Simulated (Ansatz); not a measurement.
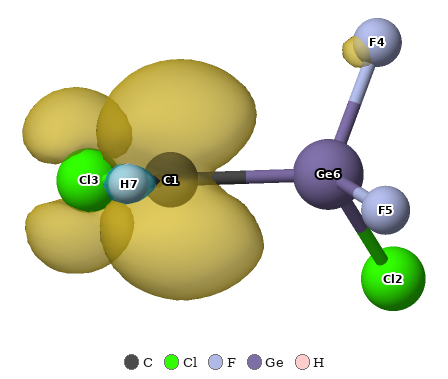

CHCl2F2Ge (doublet). Isosurfaces of the spin density at +0.03 (yellow) and −0.03 e/Å³ (cyan), seen from one side.

Geometry: PBE0-D3(BJ)/def2-SVP.

All numbers below come from isolated molecule in a Gaussian basis; Kohn-Sham density functional theory, functional PBE0 in Ansatz 0.2.0.

```xyz
7

C    -0.9161    0.5300   -0.0254
Cl   -0.6811   -0.1104   -3.3303
Cl   -0.6317   -1.0802    0.4041
F    -3.2817    0.7426   -1.8900
F    -1.3530    2.6629   -2.0060
Ge   -1.5824    0.9773   -1.7505
H    -0.6868    1.2884    0.7290
```

Which atoms carry the spin?

The unpaired spin (1 electron) lies mostly on C1 (about 0.7), Cl3 (about 0.2) and Ge6 (about 0.1), in electrons by Hirshfeld's partition.
